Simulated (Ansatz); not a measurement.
InP: pressure series

The reference is InP in the zinc blende structure (space group F-43m, No. 216).

```
InP
1.0
    0.00000     2.93922     2.93922
    2.93922     0.00000     2.93922
    2.93922     2.93922     0.00000
In P
1 1
Direct
  0.00000   0.00000   0.00000
  0.25000   0.25000   0.25000
```

Cell and atoms are relaxed at each pressure.

All numbers come from Kohn–Sham DFT with the PBEsol functional, run in Ansatz (a program for electronic structure) with PAW and 420 eV plane waves, scalar-relativistic without spin-orbit coupling.

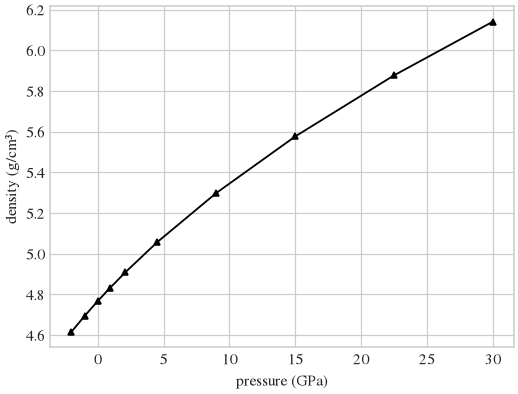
Fig. 1. Density against pressure

Question: From the plot, what is the density for pressure 4.5 GPa?

Answer: About 5.1 g/cm³.

Question: Is the trend monotonic over the range shown?

Answer: Yes, it rises throughout, spanning 4.62 g/cm³ to 6.14 g/cm³.

Load acts through the strain it causes; cell and atoms are relaxed under it. Stability against distortions was not tested. Measured, InP leaves this structure (for rock salt) near 9.8 GPa (temperature not stated; as listed in Datta, Sujoy, Jana, Debnarayan, arXiv (2020)).
